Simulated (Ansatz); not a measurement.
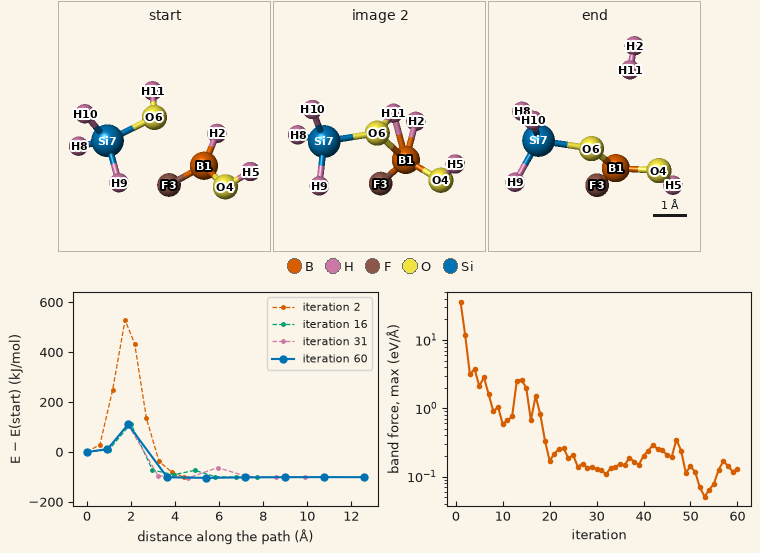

A search for the minimum-energy path of BSiH₆O₂F, made up at the start of BH$_{2}$OF and SiH$_{4}$O by the nudged elastic band. Images are numbered from 0 (start) to 8 (end). The plot follows the band through its iterations. The picture is a ball-and-stick view, seen at a tilt.

All numbers below come from RKS B3LYP/def2-SVP in Ansatz. Run with 7 movable images; climbing image; force threshold 0.05 eV/Å; iteration limit 60; starting path by straight interpolation.

**Did the band converge, and can the barrier be trusted?**

The result isn't final. The band hadn't converged when the run stopped after 60 iterations. The largest component of the band force went from 37 to 0.13 eV/Å. The barrier read from it is provisional, though the highest image hardly moved in the last two iterations. The straight starting path can push atoms close together and costs iterations. The first iteration put the highest image at 1142.1 kJ/mol. Forward barrier 110.3 kJ/mol, backward barrier 211.1 kJ/mol, with image 2 at the top; the reaction energy is −100.9 kJ/mol. Image 4 lies below both ends, at −103.7 kJ/mol, which may mean an intermediate minimum or an end that is no minimum.

Limits of the set-up: the start holds two separate molecules, 2.6 Å apart at their closest, whose relative position is a soft coordinate and is computed without a dispersion correction.

The run took 16 min on 2 threads of Arm Neoverse V1, with other jobs on the host, peak memory 0.24 GiB.
